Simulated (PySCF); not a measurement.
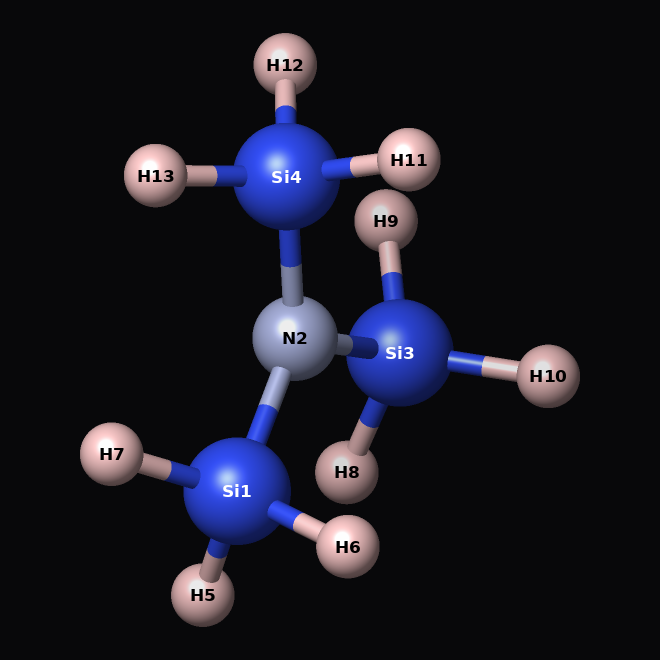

The computed structure is the end point of a GFN2-xTB optimisation. No frequency run is at hand to confirm it as a minimum. Properties computed with delta-SCF UKS SCAN, pcX-2 on the ionised atom, pcseg-1 elsewhere, spin-free X2C (PySCF 2.14.0).

Give the core-electron binding energies (to vacuum; p and d levels without spin–orbit splitting) of Si1 1s, Si1 2p, N2 1s.

| atom | level | binding energy (eV) |
| --- | --- | --- |
| Si1 | 1s | 1846.8 |
| Si1 | 2p | 107.2 |
| N2 | 1s | 403.7 |

The geometry is semi-empirical. Around Si such bond lengths and angles can be off by a tenth of an ångström or more and by several degrees, and values that hang on the shape move with them.
